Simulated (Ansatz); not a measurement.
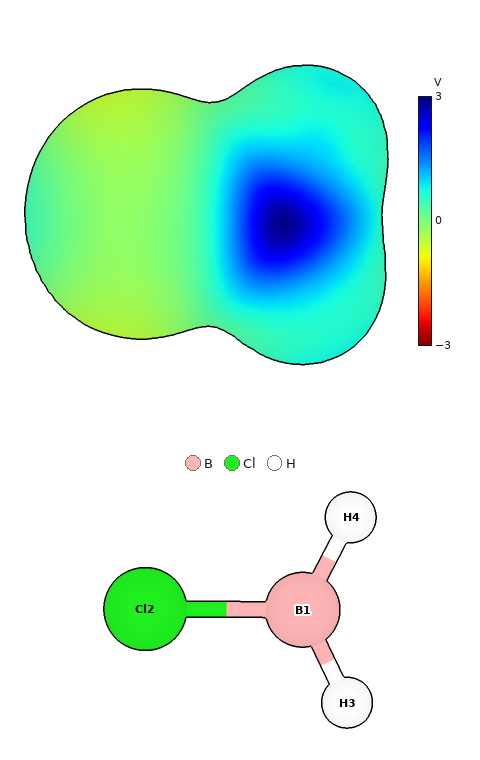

Figure 1: BClH₂. The electrostatic potential painted on the density surface at 0.004 e/bohr³, seen across its widest extent; the colour scale runs from red (negative) to blue (positive). The bare structure is drawn below in the same view.

Not at a stationary point (largest force 1.5 eV/Å).

Method: Ansatz, RKS PBE0-D4/def2-SVPD.

Describe the electrostatic potential map.

The most negative region (about −0.5 V) lies over Cl2, the most positive (about +2.9 V) over B1. Cl2 shows a σ-hole: about +0.5 V at the tip opposite its bond, against about −0.3 V on its flanks.
